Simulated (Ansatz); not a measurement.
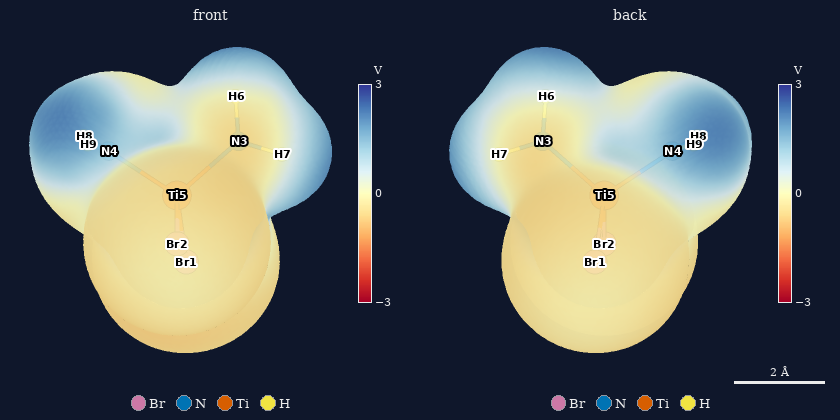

Figure. Br2H4N2Ti (SMILES [NH2][Ti]([NH2])([Br])[Br]). The molecular electrostatic potential painted on the density surface at 0.002 e/bohr³, seen from the front and from behind; the colour scale runs from red (negative) to blue (positive).

Geometry: PBE0-D4/def2-SVP.

Level of theory: Ansatz 0.2.0, isolated molecule in a Gaussian basis; Kohn-Sham density functional theory, functional PBE0.

```xyz
9

Br   -0.0068   -2.3580   -1.3920
Br    2.5404    0.6170   -0.8245
N    -0.8824    0.9238   -0.8693
N     0.1975   -0.4458    1.4687
Ti    0.4034   -0.2773   -0.3427
H    -1.5631    1.3949   -0.2810
H    -0.9895    1.2005   -1.8443
H     0.7359    0.0808    2.1541
H    -0.3468   -1.1823    1.9139
```

**Where is the surface potential most negative and most positive?**

The most negative region (about −0.7 V) lies over Br1 and Br2, the most positive (about +2.1 V) over H6, H8 and H9.
